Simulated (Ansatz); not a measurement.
**Profile along the Al–N line in AlN (wurtzite)**

AlN (wurtzite)

```xyz
4
Lattice="3.1067 0.0000 0.0000 -1.5534 2.6905 0.0000 0.0000 0.0000 4.9785" Properties=species:S:1:pos:R:3 pbc="T T T"
Al     1.5534     0.8968     0.0170
Al     0.0000     1.7937     2.5062
N      1.5534     0.8968     3.0956
N      0.0000     1.7937     0.6064
```

Fields along a shortest Al–N line of a (1 -1 0 0) plane (1.90 Å), from Al to N, interpolated on the slice's grid (step about 0.2 Å). The numbers are results of r2SCAN (plane waves to 500 eV, PAW, scalar-relativistic; Ansatz, a quantum-chemistry and plane-wave program), not measurements. k mesh 12×12×7. Inside the PAW spheres the values are not all-electron values, and peaks at nuclei hang on which shells count as valence. AlN was relaxed with its symmetry unable to fall.

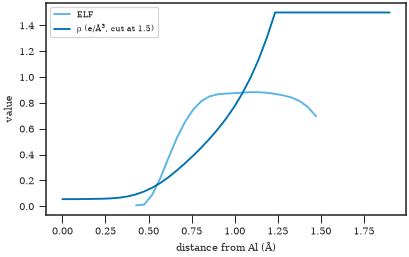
Figure. ELF (away from the nuclei) and valence density from Al to N.

Density on the Al–N line (1.90 Å) at its midpoint: 0.68 e/Å³. ELF at that point: 0.87. ELF maximum in the middle third of the Al–N line: 0.88, 1.1 Å from Al.
